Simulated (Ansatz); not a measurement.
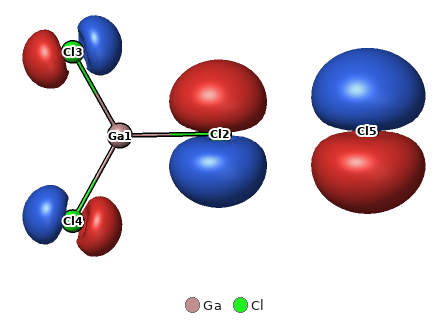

Figure. Cl3Ga···Cl (doublet). One frontier orbital at ±0.08 Å⁻³ᐟ² (blue and red are the two phases), seen across its widest extent.

Not at a stationary point (largest force 0.9 eV/Å).

Computed with Ansatz 0.2.0, UKS B3LYP/def2-SVP.

```xyz
5

Ga    0.0000    0.0000   -0.1007
Cl    0.0000    0.0000    2.1089
Cl    1.8632    0.0000   -1.1380
Cl   -1.8632    0.0000   -1.1380
Cl    0.0000    0.0000    5.3479
```

Which orbital is it: HOMO (α) or LUMO (α)?

The HOMO (α), at −8.89 eV. By Hirshfeld shares it lies mainly on Cl5 (about 65 %) and Cl2 (about 25 %); it is symmetric in the molecular plane (an in-plane orbital: σ, lone-pair or in-plane π type).
